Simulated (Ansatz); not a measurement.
# Gap against strain: Ge wire along [110], 11 atoms a period, H-terminated

Set-up. Ansatz 0.2.0, plane waves with PAW datasets, PBE, Fermi-Dirac smearing of 0.05 eV, no spin-orbit coupling. The period is scaled from its relaxed value of 4.102 Å and the atoms relax, within the symmetry of the start, at each strain ε (in %); gaps, in eV, are read on a band path.

| period (Å) | energy (eV a cell) | place of the conduction minimum (Γ = 0, Z = 1) | ε | gap |
| --- | --- | --- | --- | --- |
| 3.938 | +0.187 | 0.00 | −4 | 1.759 |
| 4.020 | +0.045 | 0.00 | −2 | 1.737 |
| 4.102 | 0.000 | 0.00 | 0 | 1.684 |
| 4.266 | +0.162 | 0.00 | 4 | 1.503 |
| 4.348 | +0.348 | 0.00 | 6 | 1.394 |

One run is withheld: period (Å) = 4.184, with ε = 2. Fit a straight line gap = a + b × ε to the 5 rows shown and predict it.

**Fit.** The means are 0.8 for ε and 1.616 for gap. The sum of products of deviations is −2.595 and the sum of squares in ε is 68.8, so b = −2.595 / 68.8 = −0.03772 and a = 1.616 − (−0.03772) × 0.8 = 1.646. The residuals' standard deviation, with 3 degrees of freedom, is σ = 0.036.

**Prediction.** gap = 1.646 + (−0.03772) × 2 = 1.57. The run gave 1.606, so the prediction less the run is −0.036. The standard error of a prediction there, σ√(1 + 1/5 + (2 − 0.8)²/68.8), is 0.039, and the miss is 0.91 times that, for a point between the fitted rows. With so few rows σ is itself uncertain.

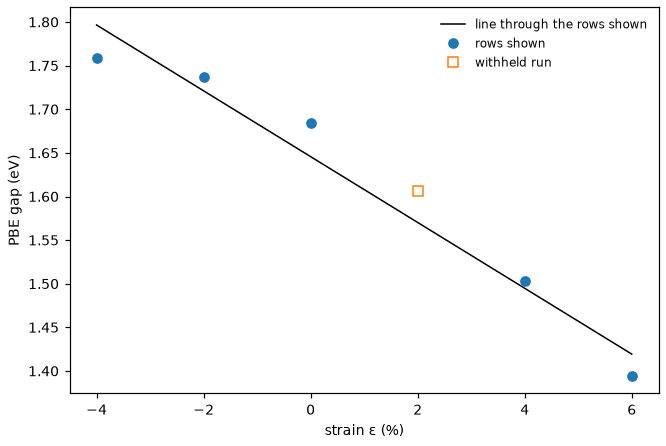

The fitted line, the rows shown and the withheld run.

The gap narrows at every step from compression to tension.

**Limits.** Kohn-Sham gaps of a wire among periodic images, which in a check on one flat ribbon (7 Å apart) lowered the gap by 0.2 eV and flattened the slope; the slope b × 100 is a mean deformation potential of the gap, in eV per unit strain. Between neighbouring runs it lies between −5.4 and −1.1 eV, so a bend, a kink or scatter between runs makes one line a rough account. The unstrained row comes from a denser mesh than the others, which shifts its energy a little. Series of this kind are told only where this holds: a gap at every strain (compound wires with polar facets were set aside first). 88 of 101 did.
